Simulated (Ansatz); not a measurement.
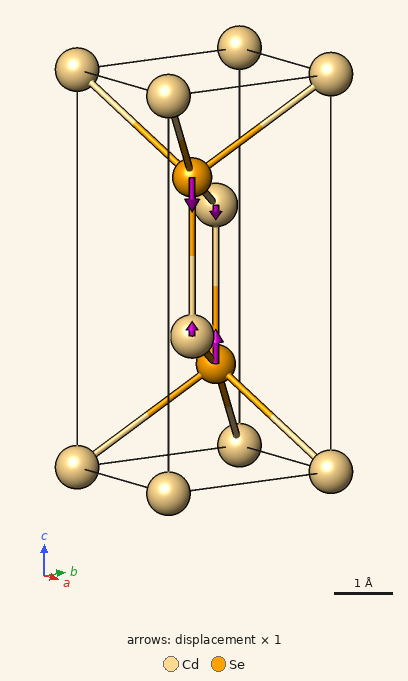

This is a relaxation of a crystal of Cd3Se2 (built on the A-type sesquioxide_164 type) (coarse preliminary run). The starting structure is drawn; purple arrows show the displacements (the part carried along by the change of the cell is left out), at their true length.

Style: ball-and-stick. Shown: the cell of the calculation, slightly off an axis.

Case: anti-A-type sesquioxide type (P-3m1, No. 164).

All numbers below come from DFT PBE, scalar-relativistic, plane waves, PAW (Ansatz). Set-up: plane-wave cutoff 420 eV; k-point mesh 6 × 6 × 4; occupations gaussian; smearing width 0.1 eV; no spin polarisation; cell and atoms relaxed; force threshold 0.04 eV/Å; at most 70 steps.

Question: Which element moves most?

Answer: Selenium: up to 0.63 Å, against 0.28 Å for cadmium.

Question: What happened in the run?

Answer: The energy falls by 119 meV per atom in 9 accepted moves (11 points after the start). The largest force component goes from 0.22 to 0.024 eV/Å. The pressure goes from 6.25 to 0.15 GPa. The SCF was repeated twice at an unchanged geometry on a basis and grid sized afresh for the cell, which shifted the energy by 8.8 meV per atom at most. The largest moves relative to the cell, 0.63 Å, are those of Se atoms. By element the largest moves are Se 0.63 Å, Cd 0.28 Å. Cell: a = b 4.479 → 4.469 Å (−0.2 %), c 6.969 → 9.483 Å (+36.1 %). Volume +35.5 %. Some distances before and after: Cd–Se 3.099 → 3.919 Å, Cd–Se 2.787 → 2.891 Å, Cd–Se 2.697 → 2.672 Å. The space group stays P-3m1 (No. 164). Cost: 2.1 min on 1 thread of Arm Neoverse V2 (shared host), peak memory 0.49 GiB.
